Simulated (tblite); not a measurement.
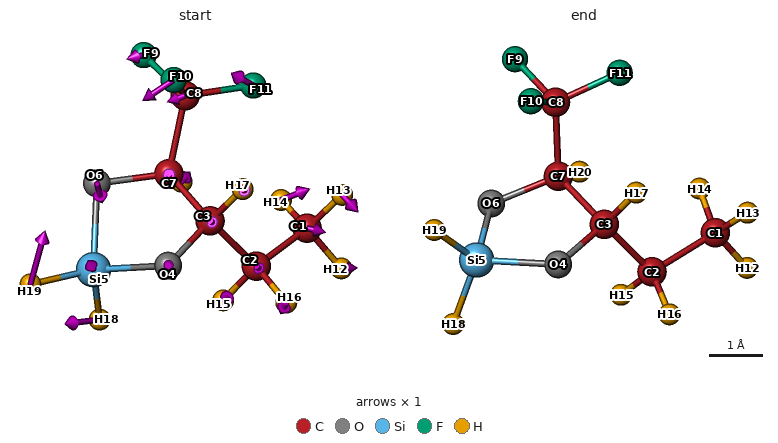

The structure of C₅H₉F₃O₂Si before (left) and after (right) a relaxation, at one scale. The purple arrows give the displacements, at their true length.

Style: ball-and-stick. Shown at a tilt.

These are results of GFN2-xTB geometry optimisation, gas phase in tblite 0.8.0, not measurements. 

### Describe what moved and what it gained.

The largest move after the best rigid fit is that of H19, 1.19 Å. Largest moves by element: H 1.19 Å, F 0.73 Å, O 0.61 Å, C 0.39 Å, Si 0.33 Å. Among the contacts that change: C3–C7 1.469 → 1.554 Å, O4–Si5 1.715 → 1.635 Å, Si5–O6 1.722 → 1.653 Å, C8–F9 1.397 → 1.337 Å. Among the angles between lasting bonds that change: Si5–O6–C7 100.8° → 111.9°, C3–O4–Si5 102.9° → 113.6°, H18–Si5–H19 110.5° → 119.0°. Groups turn about Si5–O6 by about 45°, O6–C7 by about 45°, O4–Si5 by about 30°. The energy falls by 115.3 kJ/mol in 104 geometry steps. The run took 0.98 s on 1 thread of Arm Neoverse V1, with other jobs on the host.
